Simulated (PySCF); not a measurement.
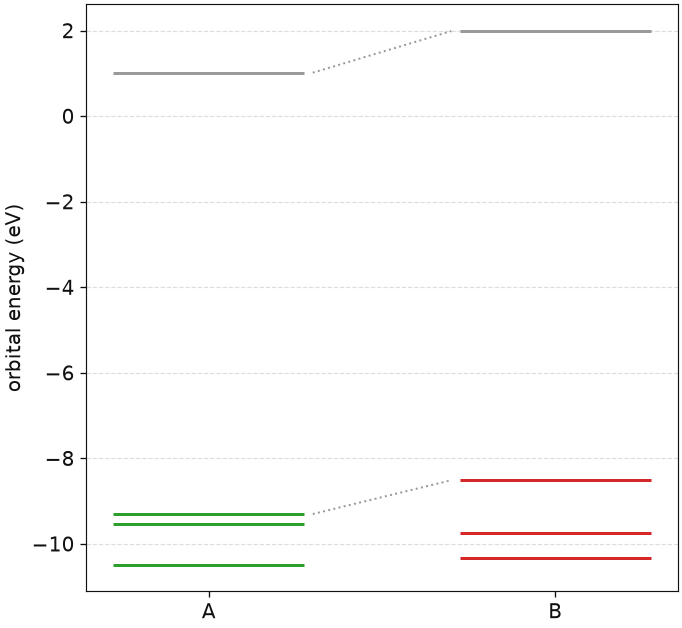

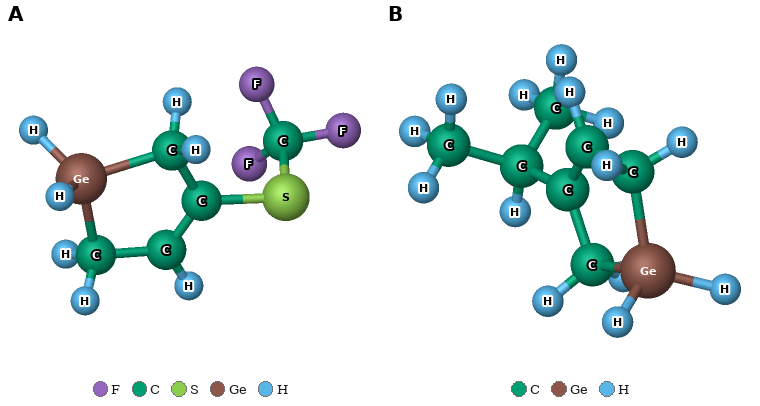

Related molecules: A is C₅H₇F₃GeS, SMILES FC(F)(F)SC1=C[CH2][GeH2][CH2]1, singlet; B is C₇H₁₄Ge, SMILES CC(C)C1=C[CH2][GeH2][CH2]1, singlet. Frontier orbital energies, ωB97X-D/def2-SVPD with PySCF 2.14.0, at a PBE0-D3(BJ)/def2-SVP geometry (no frequency check); drawn are at most three filled levels and, in grey, the LUMO with any level within 0.03 eV of it; dotted lines join the HOMOs and the LUMOs.

What does the change do to the frontier levels?

Answer. From A to B the HOMO rises by 0.79 eV and the LUMO rises by 0.97 eV, so the separation goes from 10.32 to 10.50 eV.

Does the ΔSCF ionisation energy follow the HOMO?

Answer. A: −ε(HOMO) 9.30, ΔSCF 9.42 eV; B: −ε(HOMO) 8.51, ΔSCF 8.52 eV.

Limits of at least one run: empty levels above zero depend strongly on the basis; one conformer of a flexible molecule.
